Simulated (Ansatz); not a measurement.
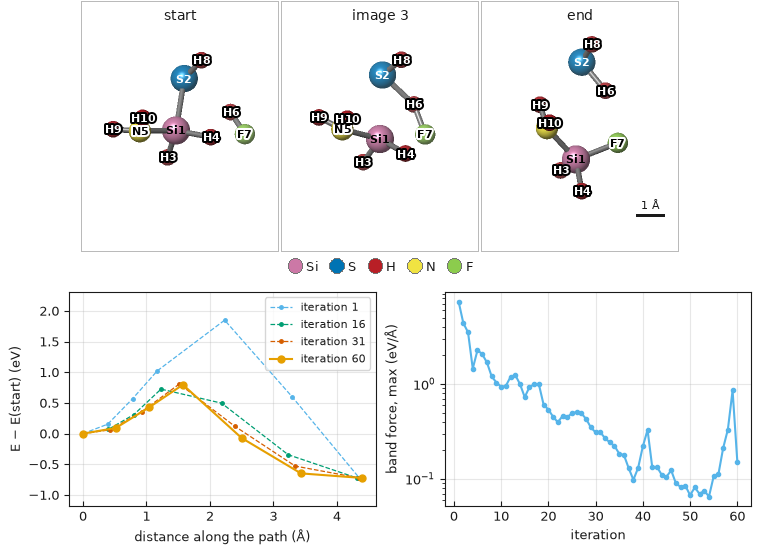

A nudged-elastic-band calculation for SiNH₆SF. Images are numbered from 0 (start) to 6 (end). The plot follows the band through its iterations. A ball-and-stick model, seen from a free direction.

All numbers below come from UKS PBE-D4/def2-SVP (Ansatz). Run with 5 movable images; climbing image from the first iteration; force threshold 0.05 eV/Å; iteration limit 60; optimiser FIRE; starting path through a guess of the saddle point.

Did the band converge, and can the barrier be trusted?

Answer. The result isn't final. The band hadn't converged when the run stopped after 60 iterations. The largest component of the band force went from 7.4 to 0.15 eV/Å. The barrier read from it is provisional, though the highest image hardly moved in the last two iterations. The first iteration put the highest image at 1.85 eV. Forward barrier 0.80 eV, backward barrier 1.52 eV, with image 3 at the top; the reaction energy is −0.72 eV.
